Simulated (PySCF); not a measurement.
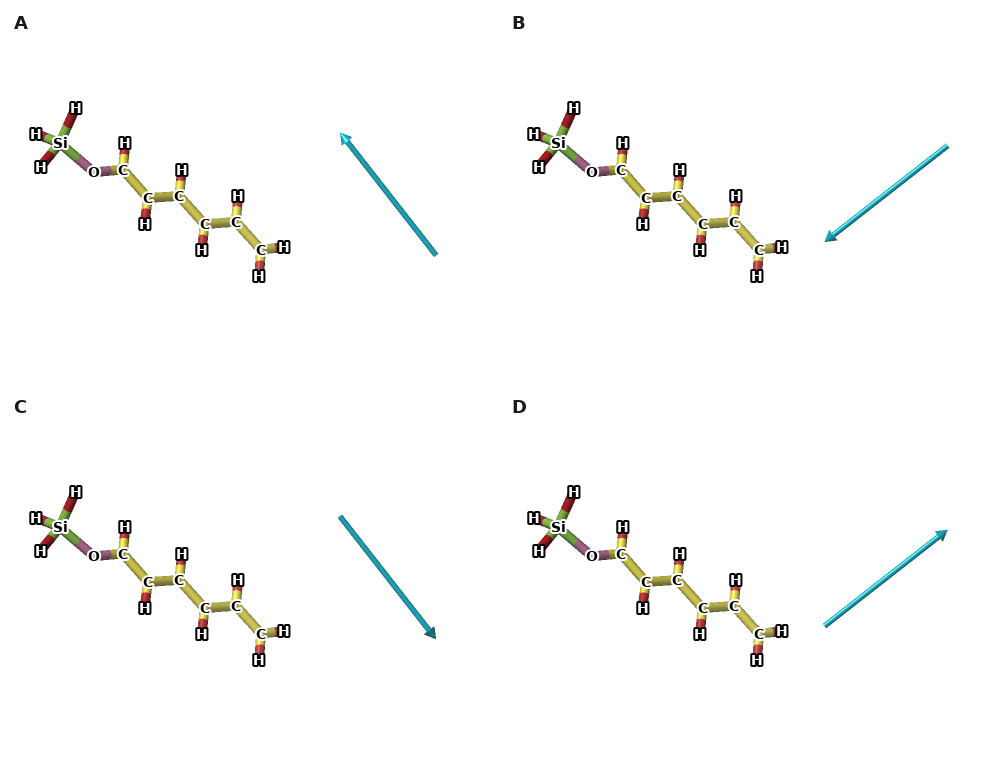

The same molecule four times, each with an arrow. Computed geometry: GFN2-xTB optimisation. No frequency run is at hand to confirm it as a minimum. Level of theory: CAM-B3LYP/def2-SVPD, gas phase (PySCF 2.14.0).

> Which arrow points along the dipole moment, from the negative to the positive end?

A. The dipole moment is 1.61 D.

The geometry is semi-empirical. Around Si such bond lengths and angles can be off by a tenth of an ångström or more and by several degrees, and values that hang on the shape move with them.
